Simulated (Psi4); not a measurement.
# [NO2]+ (SMILES O=[N+]=O): levels of theory compared

Wanted: a comparison of 5 runs (HF/STO-3G, HF/3-21G, DSD-PBEP86/def2-TZVPPD, HSE06/def2-TZVPPD, TPSSh/def2-TZVPPD) of [NO2]+. 

The results are computed with Psi4 1.11.

### Step 1. The molecule

[NO2]+: 3 atoms, total charge +1, spin state singlet. SMILES: `O=[N+]=O`. The O1–N2 distance was set to 1.665 Å, away from the relaxed value.

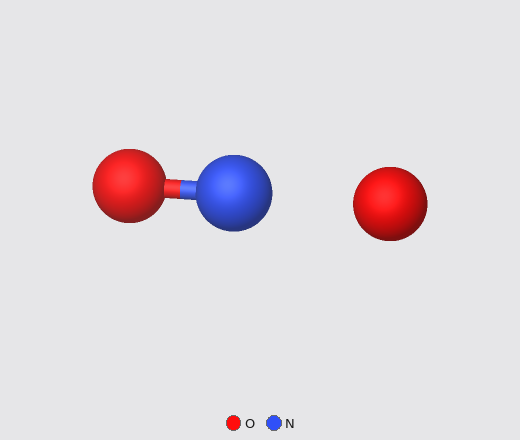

Viewed from a chosen angle; oxygen red, nitrogen blue.

### Step 2. A single-point energy at HF/STO-3G (run 1)

The input, job.py:

```python
import psi4

psi4.set_memory('2200 MB')
psi4.set_num_threads(1)
psi4.core.set_output_file('output.dat', False)

geom = psi4.geometry("""
1 1
O     -1.62418937     2.62778701    -0.59408643
N     -0.00001890    -0.00001890     0.00000000
O      1.08279417    -1.75179501     0.39604880
units au
symmetry c1
no_reorient
no_com
""")

psi4.set_options({
    'puream': True,
    'e_convergence': 1e-09,
    'd_convergence': 1e-08,
    'scf_type': 'pk',
})

energy_value, wavefunction = psi4.energy("hf/STO-3G", molecule=geom, return_wfn=True)
psi4.oeprop(wavefunction, "DIPOLE", "MAYER_INDICES", "WIBERG_LOWDIN_INDICES", title="HF")
print(f'total energy {energy_value:.8f} hartree = {energy_value * 27.211386:.5f} eV')
```

Run with:

```
python job.py
```

output.dat:

```text
[...]
  Running in c1 symmetry.
[...]
  Nuclear repulsion =   56.710993414458358
[...]
  Multiplicity = 1
[...]
  Nalpha       = 11
  Nbeta        = 11
[...]
    Number of basis functions: 15
[...]
   @RHF iter   1:  -200.39113573586638   -7.93880e-01   5.13353e-02 ADIIS/DIIS
[...]
   @RHF iter  14:  -200.87547878635610   -3.12639e-13   5.65707e-09 DIIS
[...]
    Orbital Energies [Eh]
    ---------------------
    Doubly Occupied:
       1A    -21.134251     2A    -20.690913     3A    -16.191893
       4A     -2.113005     5A     -1.527925     6A     -1.294133
       7A     -1.114902     8A     -1.114902     9A     -1.066888
      10A     -0.719996    11A     -0.719996
[...]
  @RHF Final Energy:  -200.87547878635610
   => Energetics <=
    Nuclear Repulsion Energy =             56.7109934144583576
    One-Electron Energy =                -379.7953390336690518
    Two-Electron Energy =                 122.2088668328545822
    Total Energy =                       -200.8754787863560978
[...]
 Multipole Moments:
 ------------------------------------------------------------------------------------
     Multipole            Electronic (a.u.)      Nuclear  (a.u.)        Total (a.u.)
 ------------------------------------------------------------------------------------
 L = 1.  Multiply by 2.5417464519 to convert [e a0] to [Debye]
 Dipole X            :          4.4847720           -4.3312939            0.1534781
 Dipole Y            :         -7.2561071            7.0078037           -0.2483034
 Dipole Z            :          1.6404379           -1.5843010            0.0561369
 Magnitude           :                                                    0.2972566
[...]
```

The script printed:

```text
total energy -200.87547879 hartree = -5466.10019 eV
```

It took 2 s on 1 thread of Intel Xeon Platinum 8259CL at 2.50GHz (Skylake/Cascade Lake), shared host; peak memory 0.18 GiB.

### Step 3. The energy at HF/3-21G (run 2)

The input, no2.py:

```python
import psi4

psi4.set_memory('2200 MB')
psi4.set_num_threads(1)
psi4.set_output_file('no2.out', False)

mol = psi4.geometry("""
1 1
O     -1.62418937     2.62778701    -0.59408643
N     -0.00001890    -0.00001890     0.00000000
O      1.08279417    -1.75179501     0.39604880
units au
symmetry c1
""")

psi4.set_options({
    'reference': 'rhf',
    'puream': True,
    'e_convergence': 1e-09,
    'd_convergence': 1e-08,
    'scf_type': 'pk',
})

energy_value, wavefunction = psi4.energy("hf/3-21G", return_wfn=True)
psi4.oeprop(wavefunction, "LOWDIN_CHARGES", "MULLIKEN_CHARGES", "QUADRUPOLE")
print(f'total energy {energy_value:.8f} hartree = {energy_value * 27.211386:.5f} eV')
```

Run with:

```
python no2.py
```

no2.out:

```text
[...]
  Running in c1 symmetry.
[...]
  Nuclear repulsion =   56.710993414458372
[...]
  Multiplicity = 1
[...]
  Nalpha       = 11
  Nbeta        = 11
[...]
    Number of basis functions: 27
[...]
   @RHF iter   1:  -201.91655111390247   -1.89667e-01   3.17019e-02 ADIIS/DIIS
[...]
   @RHF iter  13:  -202.38914223292662   -2.18847e-12   5.76582e-09 DIIS
[...]
    Orbital Energies [Eh]
    ---------------------
    Doubly Occupied:
       1A    -21.150454     2A    -20.883202     3A    -16.238432
       4A     -2.165899     5A     -1.591136     6A     -1.332450
       7A     -1.147192     8A     -1.147192     9A     -1.129862
      10A     -0.826508    11A     -0.826508
[...]
  @RHF Final Energy:  -202.38914223292662
   => Energetics <=
    Nuclear Repulsion Energy =             56.7109934144583718
    One-Electron Energy =                -381.3226008818141963
    Two-Electron Energy =                 122.2224652344292224
    Total Energy =                       -202.3891422329266163
[...]
 Multipole Moments:
 ------------------------------------------------------------------------------------
     Multipole            Electronic (a.u.)      Nuclear  (a.u.)        Total (a.u.)
 ------------------------------------------------------------------------------------
 L = 1.  Multiply by 2.5417464519 to convert [e a0] to [Debye]
 Dipole X            :          0.0000007            0.0000001            0.0000008
 Dipole Y            :         -0.0000000           -0.0000000           -0.0000000
 Dipole Z            :         -0.7628562            0.0013724           -0.7614838
 Magnitude           :                                                    0.7614838
 L = 2.  Multiply by 1.3450342976 to convert [e a0^2] to [Debye ang]
 Quadrupole XX       :        -10.1723302            0.0000000          -10.1723301
 Quadrupole XY       :          0.0000000           -0.0000000            0.0000000
[...]
  Mulliken Charges: (a.u.)
   Center  Symbol    Alpha    Beta     Spin     Total
       1     O     3.96106  3.96106  0.00000  0.07789
       2     N     3.03953  3.03953  0.00000  0.92094
       3     O     3.99941  3.99941  0.00000  0.00118
   Total alpha = 11.00000, Total beta = 11.00000, Total charge =  1.00000
  Lowdin Charges: (a.u.)
   Center  Symbol    Alpha    Beta     Spin     Total
       1     O     3.97012  3.97012  0.00000  0.05976
       2     N     3.20051  3.20051  0.00000  0.59898
       3     O     3.82937  3.82937  0.00000  0.34126
[...]
```

The script printed:

```text
total energy -202.38914223 hartree = -5507.28907 eV
```

Wall time 2.1 s (1 thread of Intel Xeon Platinum 8259CL at 2.50GHz (Skylake/Cascade Lake), shared host); peak memory 0.18 GiB.

Runs 3 to 4 aren't shown in full; the table further down has their settings and results.

### Step 4. A single-point energy at TPSSh/def2-TZVPPD (run 5)

The input, job.json:

```json
{
  "schema_name": "qcschema_input",
  "schema_version": 1,
  "molecule": {
    "schema_name": "qcschema_molecule",
    "schema_version": 2,
    "symbols": ["O", "N", "O"],
    "geometry": [-1.62418937, 2.62778701, -0.59408643, -1.89e-05, -1.89e-05, 0.0, 1.08279417, -1.75179501, 0.3960488],
    "molecular_charge": 1,
    "molecular_multiplicity": 1,
    "fix_symmetry": "c1",
    "fix_com": true,
    "fix_orientation": true
  },
  "driver": "energy",
  "model": {
    "method": "tpssh",
    "basis": "def2-TZVPPD"
  },
  "keywords": {
    "puream": true,
    "e_convergence": 1e-09,
    "d_convergence": 1e-08,
    "scf_type": "pk",
    "dft_radial_points": 99,
    "dft_spherical_points": 590,
    "scf_properties": ["QUADRUPOLE", "LOWDIN_CHARGES", "WIBERG_LOWDIN_INDICES"]
  }
}
```

Run with:

```
psi4 --qcschema job.json -n 1 --memory 2200MB
```

stdout:

```text
[...]
  Running in c1 symmetry.
[...]
  Nuclear repulsion =   56.710993414458358
[...]
  Multiplicity = 1
[...]
  Nalpha       = 11
  Nbeta        = 11
[...]
    Number of basis functions: 117
[...]
   @RKS iter   1:  -204.54213197976691    3.38309e-03   4.13225e-03 DIIS/ADIIS
[...]
   @RKS iter  13:  -204.65896313682154   -2.84217e-12   1.29056e-09 DIIS
[...]
    Orbital Energies [Eh]
    ---------------------
    Doubly Occupied:
       1A    -19.640027     2A    -19.529329     3A    -14.884611
       4A     -1.671602     5A     -1.279898     6A     -1.042749
       7A     -0.913123     8A     -0.913123     9A     -0.897363
      10A     -0.651284    11A     -0.651284
[...]
  @RKS Final Energy:  -204.65896313682154
   => Energetics <=
    Nuclear Repulsion Energy =             56.7109934144583576
    One-Electron Energy =                -384.1195830732526701
    Two-Electron Energy =                 143.8781066661901207
    DFT Exchange-Correlation Energy =     -21.1284801442173524
    Empirical Dispersion Energy =           0.0000000000000000
    VV10 Nonlocal Energy =                  0.0000000000000000
    Total Energy =                       -204.6589631368215407
[...]
 Multipole Moments:
 ------------------------------------------------------------------------------------
     Multipole            Electronic (a.u.)      Nuclear  (a.u.)        Total (a.u.)
 ------------------------------------------------------------------------------------
 L = 1.  Multiply by 2.5417464519 to convert [e a0] to [Debye]
 Dipole X            :          4.4351316           -4.3312939            0.1038377
 Dipole Y            :         -7.1757992            7.0078037           -0.1679955
 Dipole Z            :          1.6222815           -1.5843010            0.0379805
 Magnitude           :                                                    0.2011150
 L = 2.  Multiply by 1.3450342976 to convert [e a0^2] to [Debye ang]
 Quadrupole XX       :        -39.2100790           30.4834746           -8.7266044
 Quadrupole XY       :         47.2743298          -49.3188572           -2.0445274
[...]
```

The result, in JSON:

```text
{
 "driver": "energy",
 "model": {
  "method": "tpssh",
  "basis": "def2-TZVPPD"
 },
 "success": true,
 "return_result": -204.65896313682154,
 "properties": {
  "calcinfo_nbasis": 117,
  "calcinfo_nmo": 117,
  "calcinfo_nalpha": 11,
  "calcinfo_nbeta": 11,
  "calcinfo_natom": 3,
  "nuclear_repulsion_energy": 56.71099341445836,
  "return_energy": -204.65896313682154,
  "scf_one_electron_energy": -384.11958307325267,
  "scf_two_electron_energy": 143.87810666619012,
  "scf_xc_energy": -21.128480144217352,
  "scf_dipole_moment": [0.10383766879004597, -0.16799547879191046, 0.03798047130257087],
  "scf_total_energy": -204.65896313682154,
  "scf_iterations": 13
 }
}
```

Run time: 40 s. Hardware: 1 thread of Intel Xeon Platinum 8259CL at 2.50GHz (Skylake/Cascade Lake), shared host; peak memory 0.71 GiB.

### Step 5. The series

```
run                                                     level  frozen core orbitals  fitting correlation  energy (Eh)  HOMO energy (eV)  LUMO energy (eV)  HOMO–LUMO gap (eV)  wall time
  1                                                 HF/STO-3G                     0                    –  -200.875479            -19.59             -7.60               11.99        2 s
  2                                                  HF/3-21G                     0                    –  -202.389142            -22.49             -9.14               13.35      2.1 s
  3  DSD-PBEP86/def2-TZVPPD (density fitting for correlation)                     3      density fitting  -204.343483            -21.13            -10.29               10.84       17 s
  4                                         HSE06/def2-TZVPPD                     0                    –  -204.443475            -18.14            -13.57                4.57       34 s
  5                                         TPSSh/def2-TZVPPD                     0                    –  -204.658963            -17.72            -14.07                3.65       40 s
```

### Step 6. Outcome

| quantity | value |
| --- | --- |
| run 5: total energy | -204.65896 Eh |
| run 5: HOMO energy | -17.72 eV |
| run 5: LUMO energy | -14.07 eV |
| run 5: HOMO–LUMO gap | 3.65 eV |

**Reading.** The HOMO–LUMO gap runs from 3.65 eV (TPSSh/def2-TZVPPD) to 13.35 eV (HF/3-21G). The two ends differ in method and basis. Totals of different functionals can't be ranked against each other. In run 1 the basis is minimal, so the values are rough. All runs together took 95 s, the longest 40 s.
